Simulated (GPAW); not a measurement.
# Run report: InH5S, property calculation

System: InH5S (In(H2S)H3).
Method: revPBE/dzp, scalar-relativistic datasets (GPAW 26.7.0).

The geometry comes from this level: GFN2-xTB.

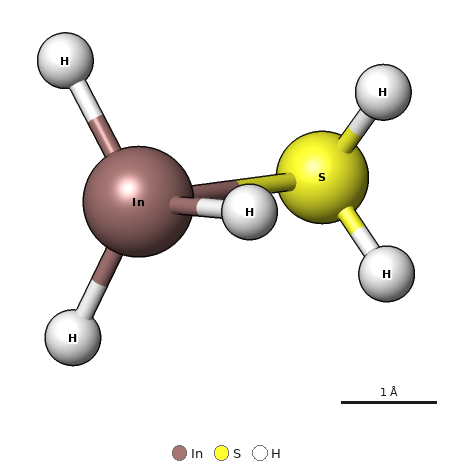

*The input geometry (ball-and-stick view, seen at a tilt). Sticks mark near contacts.*

Bond lengths as drawn: H–In 1.69 to 1.70 Å, H–S 1.33 Å and In–S 2.71 Å.

### Input (H5InS.py)
```python
import numpy as np
from ase import Atoms
from ase.units import Debye
from gpaw import GPAW

# Geometry
atoms = Atoms(["In", "S", "H", "H", "H", "H", "H"],
    positions=[[  0.135580,  -0.224710,  -1.100160],
               [  0.147580,  -0.258030,   1.612090],
               [  0.509110,   1.023740,   1.648870],
               [ -1.148820,   0.047740,   1.637400],
               [  1.807850,  -0.181210,  -1.344390],
               [ -0.720900,   1.249210,  -1.112410],
               [ -0.730410,  -1.656740,  -1.341400]])
atoms.center(vacuum=4.5)

# DFT calculator
dft = GPAW(mode="lcao",
           basis="dzp",
           h=0.22,
           xc="revPBE",
           maxiter=100,
           symmetry="off",
           txt="H5InS.txt")
atoms.calc = dft

energy = atoms.get_potential_energy()
print(f"Energy = {energy:.5f} eV")
forces = atoms.get_forces()
print("Forces (eV/Ang)")
for symbol, f in zip(atoms.symbols, forces):
    print(f'{symbol:2} {f[0]:9.4f} {f[1]:9.4f} {f[2]:9.4f}')
dipole = atoms.get_dipole_moment() / Debye
print(f"Dipole = {np.linalg.norm(dipole):.3f} D")
homo, lumo = dft.get_homo_lumo()
print(f"HOMO = {homo:.3f} eV")
print(f"LUMO                    {lumo:.3f} eV")
print(f"Gap                     {lumo - homo:.3f} eV")
```

Run as:
```bash
python3 H5InS.py
```

### Log
```
Energy = -20.68426 eV
Forces (eV/Ang)
In   -0.0502    0.0926   -0.4279
S     0.7217   -1.3046    0.5111
H     0.2231    0.9813    0.0971
H    -0.9669    0.2792    0.0791
H     0.7223    0.0113   -0.0781
H    -0.3057    0.5408   -0.0614
H    -0.3539   -0.6287   -0.0721
Dipole = 3.514 D
HOMO = -6.235 eV
LUMO                    -0.847 eV
Gap                     5.389 eV
```

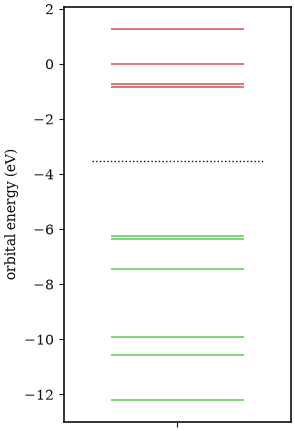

*Orbital energies near the frontier; the dotted line parts filled from empty levels, and levels within 0.02 eV of each other stand side by side.*

Highest filled −6.24 eV, lowest empty −0.85 eV, 5.39 eV apart.

### Key numbers

```tsv
quantity	value
outcome	converged
energy relative to the program's reference atoms	−20.6843 eV
basis functions	61
largest force	1.576 eV/Å
HOMO	−6.24 eV
LUMO	−0.85 eV
dipole moment	3.51 D
hardware	1 thread of Arm Neoverse V2, 24 GiB of memory available, shared host
wall time	6.2 s
peak memory	0.46 GiB
```

### Remarks

On so coarse a grid the energy depends on the position of the molecule, which gives spurious forces.
